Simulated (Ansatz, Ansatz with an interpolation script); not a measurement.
# G0W0 band structure of Cs2KYF6 (Fm-3m)

G0W0 gives levels on a mesh alone; what do the bands of Cs2KYF6 (Fm-3m) look like between the points?

Calculated with Ansatz 0.2.0; LDA, Wannier functions and G0W0, plane waves, PAW.

### Step 1. Set-up

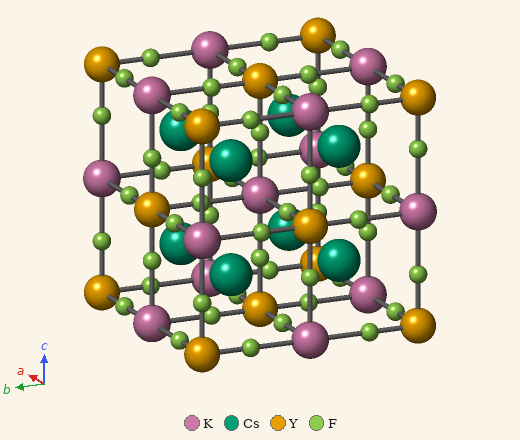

The starting structure, seen from a free direction (potassium pink, caesium teal, yttrium orange, fluorine green). This picture shows the conventional cell, with its axes. Some periodic images of atoms are drawn too.

The cell and positions come from the Crystallography Open Database and are kept as given unless a step says otherwise. Spin-orbit coupling is left out unless a step names it.

### Step 2. LDA bands

The cheap functional maps the bands first; the places of the edges decide which points the dearer methods must see.

This step: DFT, LDA, plane waves, PAW; PAW set soft_1.

The input, input.yaml:

```yaml
crystal:
  lattice:
    - [0.0, 4.7225, 4.7225]
    - [4.7225, 0.0, 4.7225]
    - [4.7225, 4.7225, 0.0]
  atoms:
    - { symbol: K, position: [0.5, 0.5, 0.5] }
    - { symbol: Cs, position: [0.25, 0.25, 0.25] }
    - { symbol: Cs, position: [0.75, 0.75, 0.75] }
    - { symbol: "Y", position: [0.0, 0.0, 0.0] }
    - { symbol: F, position: [0.775, 0.225, 0.225] }
    - { symbol: F, position: [0.225, 0.775, 0.225] }
    - { symbol: F, position: [0.225, 0.775, 0.775] }
    - { symbol: F, position: [0.775, 0.225, 0.775] }
    - { symbol: F, position: [0.225, 0.225, 0.775] }
    - { symbol: F, position: [0.775, 0.775, 0.225] }
kpoints:
  mp_grid: { grid: [4, 4, 4] }
  band_path:
    path:
      - [[0.0, 0.0, 0.0], [0.5, 0.0, 0.5], [0.625, 0.25, 0.625]]
      - [[0.375, 0.375, 0.75], [0.0, 0.0, 0.0], [0.5, 0.5, 0.5], [0.5, 0.25, 0.75], [0.5, 0.0, 0.5]]
    npoints: 10
hamiltonian:
  xc: lda
  pseudopotentials: { kind: paw, azcp: { folder: soft_1 }, xc_functional: pbe }
scf:
  occupations: { method: fermi_dirac, width: 0.02 }
  n_extra_bands: 112
output:
  eigenvalues: true
  forces: true
  stress: true
  fatbands: true
  write_density: true
  write_potential: true
  elf: true
  volumetric_format: npy
```

Run with:

```bash
ansatz run input.yaml --threads 2 --pin off --max-ram 92160MiB --backend cuda --events-out ev --progress --plain --runs-dir out --devices 1 --max-vram 13GiB
```

Numbers of over 12 decimals in the logs are rounded to 6 here.

Output:

```text
scf.n_extra_bands = 112 over 40 filled bands (N_el = 80.0): the run solves 152 bands
GPUs: using 1 of 1 available (devices: 1).
Engine: ansatz 0.2.0, x86_64-unknown-linux-gnu
Pseudopotentials: kind: paw
Pseudopotential: K, paw, valence charge 9, recommended cutoff 420 eV (normal), soft_1/K.paw.azcp
Pseudopotential: Cs, paw, valence charge 9, recommended cutoff 420 eV (normal), soft_1/Cs.paw.azcp
Pseudopotential: Y, paw, valence charge 11, recommended cutoff 420 eV (normal), soft_1/Y.paw.azcp
Pseudopotential: F, paw, valence charge 7, recommended cutoff 420 eV (normal), soft_1/F.paw.azcp
Functional definition: SPW92
  exchange = slater_x
  correlation = pw_c
device memory: the entry about to start is reckoned to put 4.5 GiB on a device that reports 44.9 GiB free (of which the cap on the GPU budget leaves the run 13.0 GiB)
GPU FFT provider: cuFFT
GPU libraries: cuBLAS 13.8.2, cuFFT 12.4.0, cuSOLVER 12.3.4
Crystal: 10 atoms, lattice volume = 210.642 Å³
Basis set: ecut = 420 eV, 4111 PW (Γ)
Bands: 152, of which v1, the nominal top of the filled ones, is band 40 counted from 1 (39 counted from 0)
Symmetry: 48 space group operations
Space group: Fm-3m (ITA 225), of the structure as read, at distance tolerance 5.9e-5 Å
k-points: 8 of 64
Non-local potential: K, projectors of the file, l = 0: 3, l = 1: 2, l = 2: 2
Non-local potential: Cs, projectors of the file, l = 0: 3, l = 1: 2, l = 2: 2, l = 3: 2
Non-local potential: Y, projectors of the file, l = 0: 3, l = 1: 2, l = 2: 2, l = 3: 1
Non-local potential: F, projectors of the file, l = 0: 2, l = 1: 2, l = 2: 1
PAW form: soft (Blöchl's): semilocal exchange-correlation on the pseudo side does not see the compensation charge
PAW frozen core: K, regenerated for the run's functional, and the local potential with it (the file was generated under x = pbe(κ = 0.804, μ = 0.219515), c = pbe(β = 0.066725))
PAW frozen core: Cs, regenerated for the run's functional, and the local potential with it (the file was generated under x = pbe(κ = 0.804, μ = 0.219515), c = pbe(β = 0.066725))
PAW frozen core: Y, regenerated for the run's functional, and the local potential with it (the file was generated under x = pbe(κ = 0.804, μ = 0.219515), c = pbe(β = 0.066725))
PAW frozen core: F, regenerated for the run's functional, and the local potential with it (the file was generated under x = pbe(κ = 0.804, μ = 0.219515), c = pbe(β = 0.066725))
PAW one-centre angular grid: K, 110 points (default); XC on 64 Gauss nodes
PAW one-centre angular grid: Cs, 194 points (default); XC on 64 Gauss nodes
PAW one-centre angular grid: Y, 590 points (default); XC on 64 Gauss nodes
PAW one-centre angular grid: F, 110 points (default); XC on 64 Gauss nodes
Initial density: superposition of atomic densities (chi_scale 0.1, normalization cell, long waves kept (reshape's long-wave potential 0.01 eV rms))
Initial wavefunctions: pseudopotential atomic-orbital guess
GPU buffer pool allocated for 91125 grid points (all kernels)
GPU transforms: local potential and band sums: pruned to the plane-wave sphere, on 45×45×45
Functional: x = slater, c = lda
SCF iter   1: F=—  HF=-21042.304507 eV  |F-HF|=—  |Δ(HF+E_count)|=         —  Δρ=1.55e-1  dr2=4.23e1  ethr=3.10e-3  ⟨swp⟩=5.4  Hψ=5707  notcnv=0  defer=554
preconditioner: auto → Resta (q_TF=auto, 2.322 Å⁻¹)  ε∞=1.7  [insulator: Δε(μ)=3.346 eV  Ē_g=25.192 eV  σ=0.020 eV  W_gap=1.00  n_scr=58 (ndim 8)  ℏωp=20.8 eV  f_vac=0.001  D(μ)=0.00/eV (n_scr^D=0)  ε∞_Penn≈1.7]
SCF iter   2: F=—  HF=-21033.661717 eV  |F-HF|=—  |Δ(HF+E_count)|=    8.64e0  Δρ=5.79e-2  dr2=8.03e0  ethr=3.10e-3  ⟨swp⟩=2.0  Hψ=1766  notcnv=0  defer=842
SCF iter   3: F=—  HF=-21031.366980 eV  |F-HF|=—  |Δ(HF+E_count)|=    2.29e0  Δρ=1.14e-2  dr2=4.74e-1  ethr=3.10e-3  ⟨swp⟩=3.1  Hψ=964  notcnv=0  defer=838
SCF iter   4: F=—  HF=-21031.176431 eV  |F-HF|=—  |Δ(HF+E_count)|=   1.91e-1  Δρ=1.33e-3  dr2=3.15e-3  ethr=5.92e-4  ⟨swp⟩=2.2  Hψ=1468  notcnv=0  defer=833
SCF iter   5: F=—  HF=-21031.176248 eV  |F-HF|=—  |Δ(HF+E_count)|=   1.83e-4  Δρ=1.81e-4  dr2=1.29e-4  ethr=3.94e-6  ⟨swp⟩=1.0  Hψ=1400  notcnv=0  defer=833
SCF iter   6: F=—  HF=-21031.176397 eV  |F-HF|=—  |Δ(HF+E_count)|=   1.49e-4  Δρ=4.42e-5  dr2=3.17e-6  ethr=1.61e-7  ⟨swp⟩=2.0  Hψ=524  notcnv=0  defer=833
SCF iter   7: F=—  HF=-21031.176590 eV  |F-HF|=—  |Δ(HF+E_count)|=   1.94e-4  Δρ=1.11e-5  dr2=1.56e-7  ethr=3.96e-9  ⟨swp⟩=2.0  Hψ=695  notcnv=0  defer=833
SCF iter   8: F=-21031.176590 eV  HF=-21031.176590 eV  |F-HF|=1.46e-11  |Δ(HF+E_count)|=   4.43e-8  Δρ=1.03e-6  dr2=1.30e-9  ethr=1.25e-10  ⟨swp⟩=19.0  Hψ=11008  notcnv=0
SCF 1 converged in 8 iterations: F = -21031.176590 eV  dr2 = 1.30e-9
[...]
device memory: the entry about to start is reckoned to put 3.6 GiB on a device that reports 44.8 GiB free (of which the cap on the GPU budget leaves the run 13.0 GiB)
NSCF: frozen V_eff on 62 k-points
SCF converged after 8 iterations
Free energy (F): -21031.176590 eV
Harris-Foulkes:  -21031.176590 eV  (|F-HF|=1.46e-11)
Internal energy: -21031.176590 eV  (E = F + TS)
E sigma→0 (E₀):  -21031.176590 eV
Fermi energy:    4.601837 eV
--- Per-component energies (eV) ---
  E_band       = -537.483944
  E_kinetic    = 2042.347695
  E_local      = -6015.978569  (includes V_loc(G=0)·N_el)
  E_nonlocal   = 630.531233
  E_hartree    = 2286.847636
  E_xc         = -1122.621785
  E_vxc        = -1235.681622  (∫ρ·V_xc dr)
  E_paw        = -14400.631345  (= ΣΔE_a)
  E_vpaw       = -532.404099  (= ΣTr[D̂ρ^β])
  E_aug_tail   = 0.004236  (compensation charges beyond the density's cutoff)
  E_ewald      = -4453.483406
  E_core_change = 1.807715  (= ΣΔE_core)
  E_smearing   = -0.000000  (= −TS)
  E_closure    = 0.000000  (closes the sum)
  Σ components = -21031.176590   (vs F -21031.176590, Δ=0.00e0)
--- Forces (eV/Å), atoms counted from 1 ---
  atom   1  K      0.00000000    -0.00000000     0.00000000
  atom   2  Cs    -0.00000000     0.00000000     0.00000000
  atom   3  Cs    -0.00000000    -0.00000000    -0.00000000
  atom   4  Y      0.00000000    -0.00000000    -0.00000000
  atom   5  F      0.49214228    -0.00000000     0.00000000
  atom   6  F      0.00000000     0.49214228    -0.00000000
  atom   7  F     -0.49214228     0.00000000     0.00000000
  atom   8  F      0.00000000    -0.49214228     0.00000000
  atom   9  F      0.00000000    -0.00000000     0.49214228
  atom  10  F      0.00000000    -0.00000000    -0.49214228
  max |Σ_I F_I| component: 1.11e-16 eV/Å
--- Stress (GPa, compression-positive) ---
       -1.762019      -0.000000       0.000000
       -0.000000      -1.762019       0.000000
        0.000000       0.000000      -1.762019
  P = ⅓ Tr σ = -1.7620 GPa (-17.620 kbar)
--- Band table (eV; the first three rows and the last of 8) ---
  k-point 0: bands = [... 36 lower, 1.3213, 1.3867, 1.3867, 1.3867, 7.7560, 9.2399, 9.2399, 9.9470, ... 108 higher]
  k-point 1: bands = [... 36 lower, 1.2339, 1.3499, 1.3499, 1.3519, 8.3647, 9.6297, 9.6297, 9.9497, ... 108 higher]
  k-point 2: bands = [... 36 lower, 1.1530, 1.3058, 1.3058, 1.3079, 9.5742, 9.6275, 10.0301, 10.0301, ... 108 higher]
  k-point 7: bands = [... 36 lower, 1.2772, 1.2772, 1.3165, 1.3165, 9.8360, 9.8360, 10.0311, 10.2984, ... 108 higher]
```

It took 9.7 s on 1 × NVIDIA H100 80GB HBM3 (shared by 6 runs) with 2 threads of AMD EPYC 7R13 (Zen 3), shared host; peak memory 1.1 GiB.

The column dr2 measures how far the density is from self-consistency, as an energy; F and HF (Harris–Foulkes) agree once it is small.

This step gave:

* pressure: -1.762 GPa
* filled bands: 40
* gap: 6.369 eV
* valence top at: Γ
* conduction bottom at: Γ
* least direct gap: 6.369 eV

The gap is direct, at Γ.

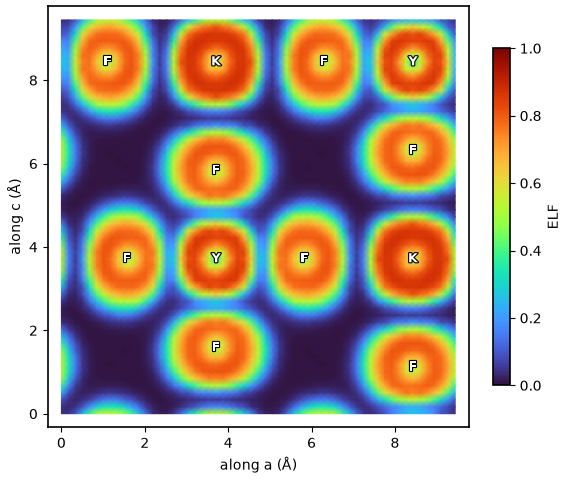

ELF in the ac plane of the conventional cell at fractional y = 0.000, with atoms of K and Y and F within 0.2 Å of it. It is the smooth field of the valence electrons, not physical close to the nuclei. The map starts off the cell's origin, so that atoms lie inside it.

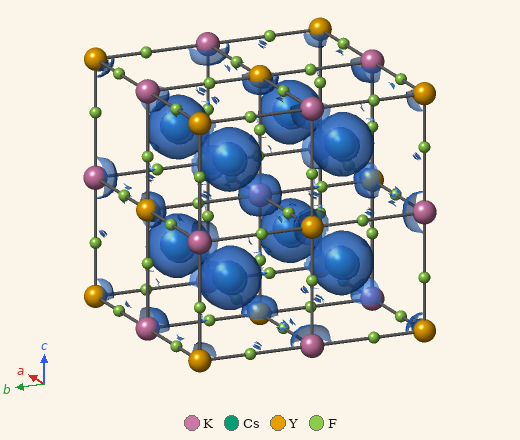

Surface of ELF = 0.81.

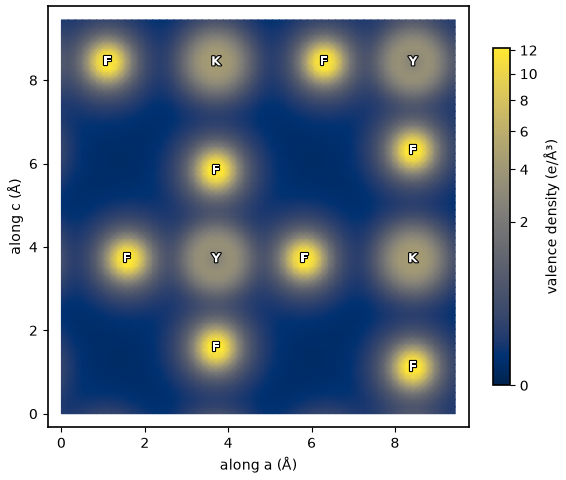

Valence density in the ac plane of the conventional cell at fractional y = 0.000, with atoms of K and Y and F within 0.2 Å of it. It is the smooth field of the valence electrons, not physical close to the nuclei. The map starts off the cell's origin, so that atoms lie inside it. The colour scale is stretched toward low values.

### Step 3. Wannier functions (Cs:6s Cs:5p F:2p Y:4d) on 8×8×8

Localised functions give a small Hamiltonian that interpolates between mesh points at no cost.

This step: maximally localised Wannier functions, LDA, plane waves, PAW; PAW set soft_1.

input.yaml, the sections that differ from step 2:

```yaml
kpoints:
  mp_grid: { grid: [4, 4, 4] }
scf:
  occupations: { method: fixed }
  n_extra_bands: 112
output:
  wannier:
    kmesh: [8, 8, 8]
    projections:
      - { species: Cs, l: s, shell: 6 }
      - { species: Cs, l: p, shell: 5 }
      - { species: F, l: p, shell: 2 }
      - { species: "Y", l: d, shell: 4 }
    minimise: true
    write_hr: true
    seedname: w
    conv_tol: 1.0e-06
    max_iter: 20000
    stability_check: false
    disentanglement:
      window: [-3.49, 14.95]
      frozen_window: [-3.49, 9.16]
      conv_tol: 1.0e-08
# crystal, hamiltonian: as in step 2
```

Output:

```text
[...]
GPUs: using 1 of 1 available (devices: 1).
[...]
GPU FFT provider: cuFFT
GPU libraries: cuBLAS 13.8.2, cuFFT 12.4.0, cuSOLVER 12.3.4
Crystal: 10 atoms, lattice volume = 210.642 Å³
Basis set: ecut = 420 eV, 4111 PW (Γ)
Bands: 152, of which v1, the nominal top of the filled ones, is band 40 counted from 1 (39 counted from 0)
Symmetry: 48 space group operations
[...]
k-points: 8 of 64
[...]
GPU buffer pool allocated for 91125 grid points (all kernels)
[...]
SCF iter   1: F=—  HF=-21042.305219 eV  |F-HF|=—  |Δ(HF+E_count)|=         —  Δρ=1.55e-1  dr2=4.26e1  ethr=3.10e-3  ⟨swp⟩=4.2  Hψ=4295  notcnv=0  defer=845
[...]
SCF iter   9: F=-21031.176590 eV  HF=-21031.176590 eV  |F-HF|=5.13e-9  |Δ(HF+E_count)|=   7.80e-8  Δρ=1.51e-6  dr2=6.56e-9  ethr=1.25e-10  ⟨swp⟩=14.2  Hψ=10123  notcnv=0
SCF 1 converged in 9 iterations: F = -21031.176590 eV  dr2 = 6.56e-9
[...]
NSCF: frozen V_eff on 8 k-points
the band table was solved once the SCF had ended and its energy, with any forces and stress, was formed, with the checks that follow a solve (4177 applications of the Hamiltonian). They found nothing against the state; the energy, forces and stress were not computed again (output.eigenvalues in the input reference)
[...]
the Wannier pass solved 32 of the 512 points of its mesh, and has the states at the others by symmetry: states obtained by the crystal's operations at points that were solved too leave a residual of 4.36e-13 eV (read by the count's bands and the next), within 5.56e-6 eV
SCF converged after 9 iterations
Free energy (F): -21031.176590 eV
[...]
Internal energy: -21031.176590 eV  (E = F + TS)
E sigma→0 (E₀):  -21031.176590 eV
Fermi energy:    1.386594 eV
[...]
--- Band table (eV; the first three rows and the last of 8) ---
  k-point 0: bands = [... 36 lower, 1.3212, 1.3866, 1.3866, 1.3866, 7.7560, 9.2399, 9.2399, 9.9470, ... 108 higher]
  k-point 1: bands = [... 36 lower, 1.2339, 1.3499, 1.3499, 1.3518, 8.3647, 9.6297, 9.6297, 9.9497, ... 108 higher]
  k-point 2: bands = [... 36 lower, 1.1529, 1.3057, 1.3057, 1.3078, 9.5742, 9.6275, 10.0301, 10.0301, ... 108 higher]
  k-point 7: bands = [... 36 lower, 1.2771, 1.2771, 1.3164, 1.3164, 9.8360, 9.8360, 10.0311, 10.2984, ... 108 higher]
Wannier search: line search 1 of at most 20000: gauge-dependent spread (as the search counts it) 6.6581374 Å², largest recent change 1.6e0 Å² against conv_tol 1.0e-6 Å², 0 stops escaped
```

Run time: 34 s. Hardware: 1 × NVIDIA H100 80GB HBM3 (shared by 6 runs) with 2 threads; peak memory 2.5 GiB.

This step gave:

```
gauge-invariant spread     : 55.18 Å²
diagonal spread            : 0.004920 Å²
off-diagonal spread        : 5.149 Å²
total spread               : 60.33 Å²
least projectability       : 0.4579
localisation steps         : 70
disentanglement steps      : 406
r.m.s. interpolation error : 8.85e-4 eV
r.m.s. error near the gap  : 0.001019 eV
```

Near the gap the model misses directly solved bands by 1.0 meV r.m.s. and by 18 meV at most in the window tested. This tests the starting bands, not the corrections carried with them.

Wannier functions, by row:

```tsv
function	x (Å)	y (Å)	z (Å)	spread (Å²)	nearest atom	distance (Å)
1	2.361	2.361	2.361	8.409	Cs2	0
2	7.084	7.084	7.084	8.409	Cs3	0
3	2.361	2.361	2.361	1.403	Cs2	0
4	2.361	2.361	2.361	1.403	Cs2	0
5	2.361	2.361	2.361	1.403	Cs2	0
6	7.084	7.084	7.084	1.403	Cs3	0
7	7.084	7.084	7.084	1.403	Cs3	0
8	7.084	7.084	7.084	1.403	Cs3	0
9	2.123	4.722	4.722	0.616	F5	0.002
10	2.165	4.723	4.723	1.081	F5	0.04
11	2.123	4.722	4.722	0.616	F5	0.002
12	4.722	2.123	4.723	0.616	F6	0.002
13	4.723	2.123	4.722	0.616	F6	0.002
14	4.722	2.165	4.723	1.081	F6	0.04
15	7.322	4.722	4.722	0.616	F7	0.002
16	7.28	4.723	4.723	1.081	F7	0.04
17	7.322	4.722	4.722	0.616	F7	0.002
18	4.722	7.322	4.722	0.616	F8	0.002
19	4.723	7.322	4.722	0.616	F8	0.002
20	4.722	7.28	4.723	1.081	F8	0.04
21	4.722	4.723	2.165	1.08	F9	0.04
22	4.723	4.723	2.123	0.616	F9	0.002
23	4.723	4.723	2.123	0.616	F9	0.002
24	4.722	4.723	7.28	1.08	F10	0.04
25	4.723	4.722	7.322	0.616	F10	0.002
26	4.723	4.722	7.322	0.616	F10	0.002
27	0	0	0	7.472	Y4	0
28	0	0	0	2.093	Y4	0
29	0	0	0	2.093	Y4	0
30	0	0	0	7.471	Y4	0
31	0	0	0	2.093	Y4	0
```

Frozen up to 7.77 eV; above it the model need not follow the bands. The electronic bands at the labelled points (eV, zero at the valence-band top):

```tsv
point	band 37	band 38	band 39	band 40	band 41	band 42	band 43	band 44
Γ	-0.07	0.00	0.00	0.00	6.37	8.98	8.98	8.98
X	-0.13	-0.08	-0.08	-0.01	8.10	8.94	9.12	9.12
U	-0.16	-0.15	-0.11	-0.03	8.49	8.92	9.03	9.11
jump to K	-0.16	-0.15	-0.11	-0.03	8.49	8.92	9.03	9.11
Γ	-0.07	0.00	0.00	0.00	6.37	8.98	8.98	8.98
L	-0.23	-0.08	-0.08	-0.08	8.47	8.54	9.06	9.06
W	-0.11	-0.11	-0.07	-0.07	8.75	8.75	9.08	9.08
X	-0.13	-0.08	-0.08	-0.01	8.10	8.94	9.12	9.12
```

The same for Kohn-Sham, solved directly:

```tsv
point	band 37	band 38	band 39	band 40	band 41	band 42	band 43	band 44
Γ	-0.07	0.00	0.00	0.00	6.37	7.85	7.85	8.56
X	-0.13	-0.08	-0.08	-0.01	7.98	8.28	8.63	8.74
U	-0.16	-0.15	-0.11	-0.03	8.31	8.40	8.60	8.80
K	-0.16	-0.15	-0.11	-0.03	8.31	8.40	8.60	8.80
Γ	-0.07	0.00	0.00	0.00	6.37	7.85	7.85	8.56
L	-0.23	-0.08	-0.08	-0.08	8.19	8.24	8.64	8.64
W	-0.11	-0.11	-0.07	-0.07	8.45	8.45	8.64	8.91
X	-0.13	-0.08	-0.08	-0.01	7.98	8.28	8.63	8.74
```

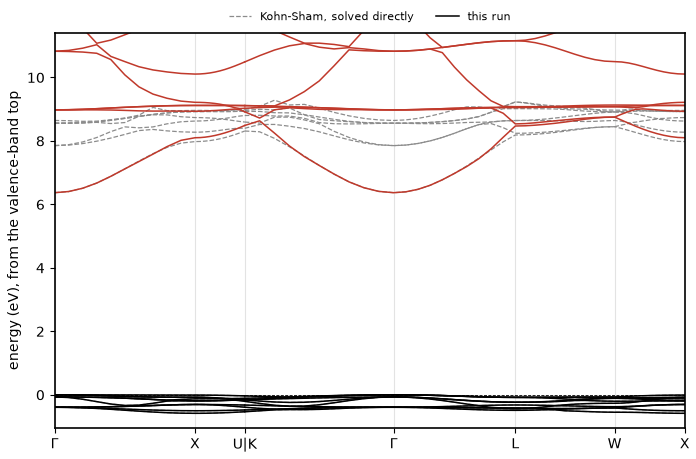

Electronic bands along the path; lines of filled and empty bands in two colours; dashed: Kohn-Sham, solved directly.

[end of part 1 of 2]

[Paths, hosts, dates, memory and timing lines, banners, echoed tables and standing remarks are left out of the program output.]

[Logs are printed without paths, hosts, clocks, repeated set-up lines and the standing remarks that a program may print on its own settings, such as how far it seeks lower states.]

[Runs of the session that timed out or met a known fault of the program may be left out.]

[Hosts, paths, dates, database ids (printed as entryN), source tags and the programs' standing remarks are cut or masked in the printed files.]
